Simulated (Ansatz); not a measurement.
Bands of a (6,6) SiC nanotube, along its axis.

Level of theory: PBE (plane waves to 420 eV, PAW; Ansatz, an electronic-structure program). Mesh 1×1×10. No spin polarisation. Periodic along z alone, with about 11 Å of vacuum beside it. A hypothetical model, rolled from the flat sheet. Symmetry and one short period hold its shape; lower forms weren't sought.

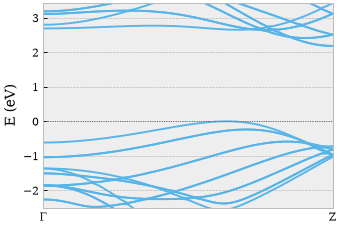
Figure: Bands from the zone centre to the zone edge (period 3.10 Å); the dotted line marks the highest filled level

Problem. Is it a metal or a semiconductor at this level? Give what the bands show.

Solution. A semiconductor in PBE.
| Item | Result |
|---|---|
| PBE gap | 2.18 eV, indirect, from k = 0.312 × 2π/c to the zone edge |
